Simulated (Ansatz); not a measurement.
## Electronic structure of Cl2H4W in real space

```tsv
atom	x (Å)	y (Å)	z (Å)
W	-0.2036	0.0010	0.5128
Cl	1.0582	-0.0020	2.5031
H	1.4068	0.0010	-0.0493
H	0.3077	1.4245	-0.2102
Cl	-2.3813	0.0006	-0.1906
H	0.3093	-1.4236	-0.2067
H	0.0542	-0.0014	-1.1378
```

Core potentials replace the inner electrons of W; not at a stationary point (largest force 1.2 eV/Å).

All numbers below come from RKS PBE-D4/def2-SVP (Ansatz 0.2.0).

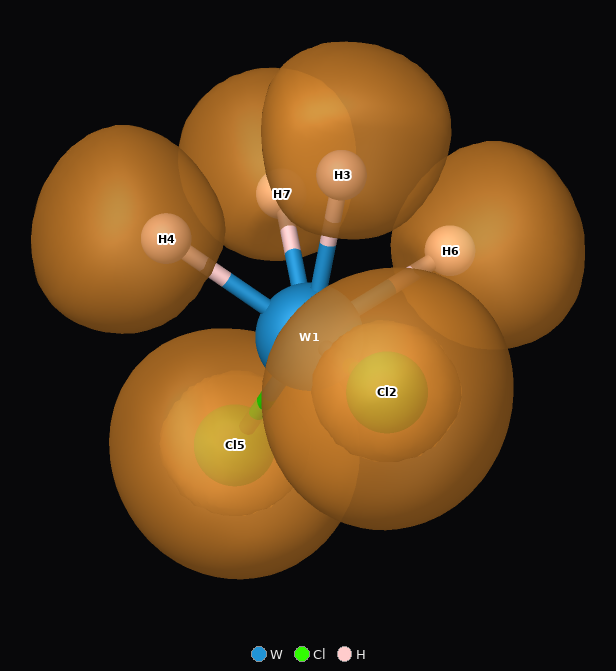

Figure 1. Isosurface of the ELF at 0.75 (orange), seen at an oblique angle. Core shells and regions of very low density are left out.

> Identify the bonds, lone pairs and shells in this picture.

At this value the surface marks out four regions around hydrogen nuclei and two regions wrapped around Cl (the valence shell of each). Along the contacts the grid gives the following. W–Cl (2.29 Å): the ELF peaks at about 0.85 in the valence shell of Cl, 0.8 Å from its nucleus, and is about 0.35 at the midpoint. W–H (1.67 Å): the ELF climbs to about 1 towards the hydrogen.

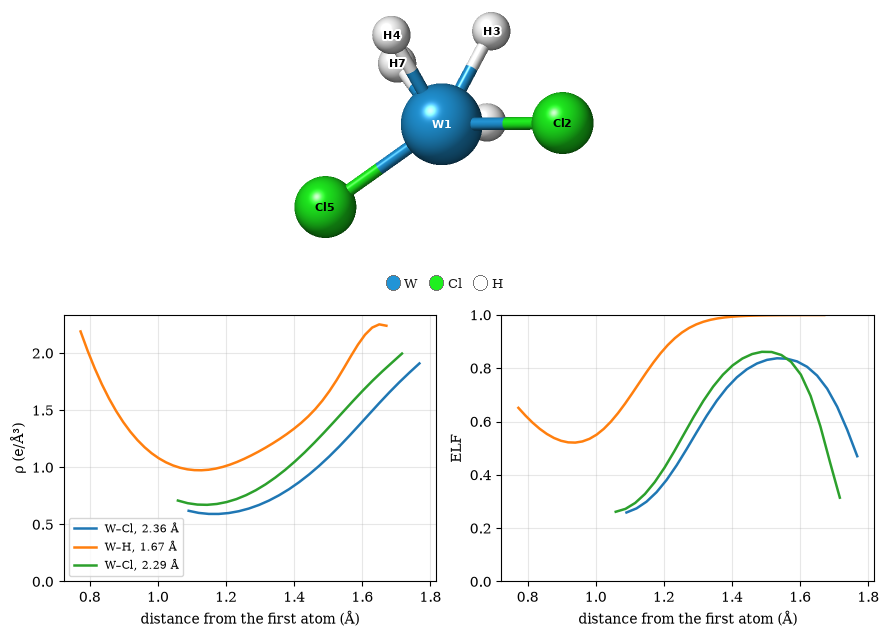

Figure 2. Electron density and electron localisation function along straight lines between neighbouring atoms. The curves leave out the atomic cores. The structure is drawn too.

> Compare the contacts.

W–Cl (2.36 Å): ρ at the midpoint is about 0.59 e/Å³; the ELF peaks at about 0.85 in the valence shell of Cl, 0.8 Å from its nucleus, and is about 0.35 at the midpoint.
W–H (1.67 Å): ρ is about 1.7 e/Å³ halfway; the ELF climbs to about 1 towards the hydrogen.
W–Cl (2.29 Å): the density is about 0.67 e/Å³ at the midpoint; the ELF peaks at about 0.85 in the valence shell of Cl, 0.8 Å from its nucleus, and is about 0.35 at the midpoint.

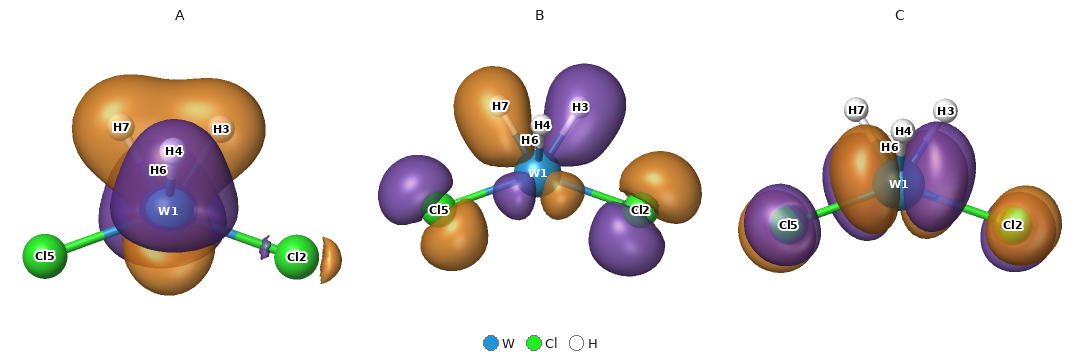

Figure 3. Three frontier orbitals at ±0.1 Å⁻³ᐟ² (orange and purple are the two phases), in no order.

> Order the three orbitals by energy and name them.

A is the HOMO−1 (−7.77 eV). It lies mainly on W1 (about 55 %), H7 (about 10 %), H3 (about 10 %), H4 (about 10 %) and H6 (about 10 %). B is the HOMO (−6.73 eV). Its weight (Hirshfeld) is mainly on W1 (about 25 %), Cl2 (about 25 %), Cl5 (about 20 %), H3 (about 15 %) and H7 (about 10 %). C is the LUMO (−4.71 eV). It lies mainly on W1 (about 70 %), Cl5 (about 15 %) and Cl2 (about 10 %).

> What is the HOMO–LUMO gap?

2.02 eV between the orbital energies.
